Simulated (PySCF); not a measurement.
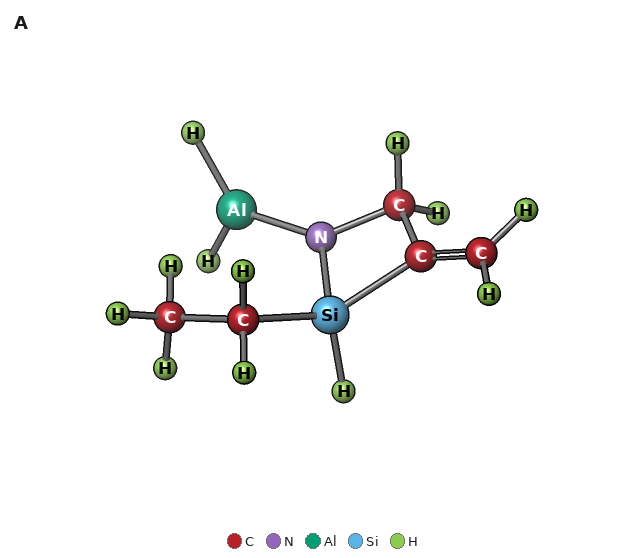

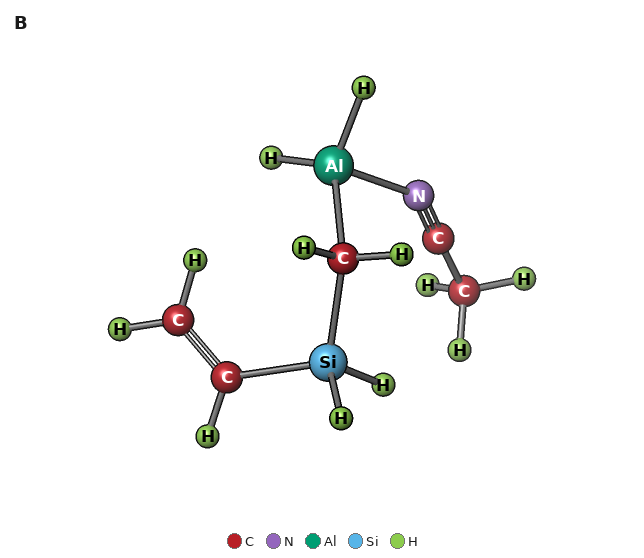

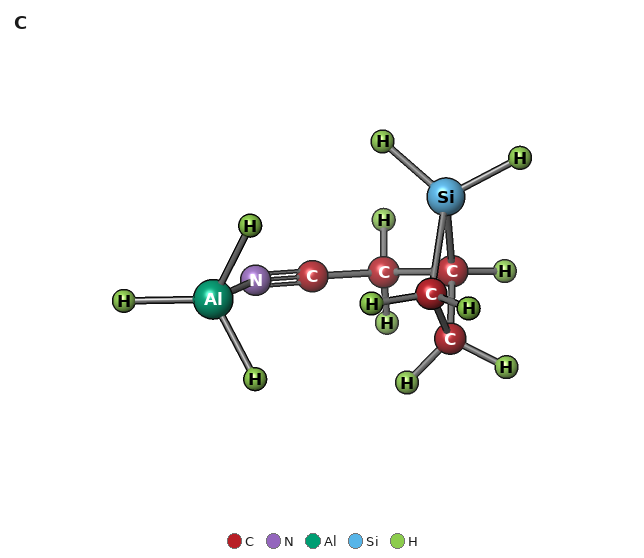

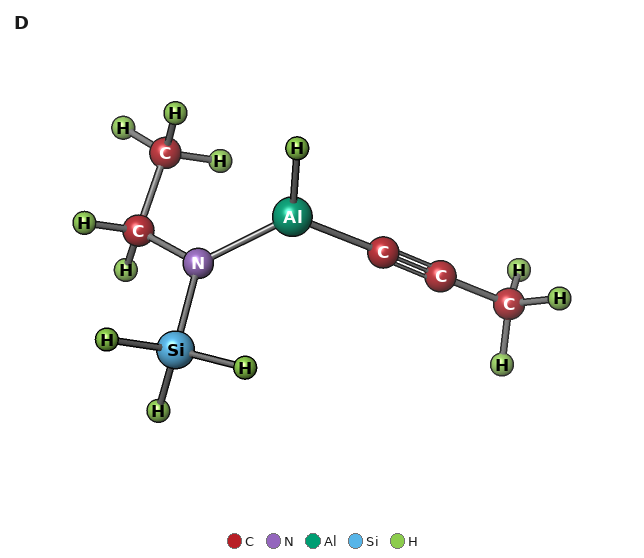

4 stationary structures of one formula. Geometries: GFN2-xTB. Electronic energies: PBE0/pcSseg-1 (PySCF 2.14.0), without zero-point energy. No frequency run is at hand to confirm each as a minimum. Each is one conformer, not always the lowest.

Question: Rank them by energy, lowest first.

Answer: A is lowest; D lies 14.1 kJ/mol above it, B lies 43.1 kJ/mol above it, C lies 105.0 kJ/mol above it. A is `C=C1C[N]([AlH2])[Si@@H]1CC`, B is `C=C[SiH2][CH2][AlH2-][N+]#CC`, C is `[AlH3-][N+]#CC[C@@H]1CC[SiH2]1`, D is `CC#[C][AlH][N]([SiH3])CC`.

The geometry is semi-empirical. Around Al, Si such bond lengths and angles can be off by a tenth of an ångström or more and by several degrees, and values that hang on the shape move with them.
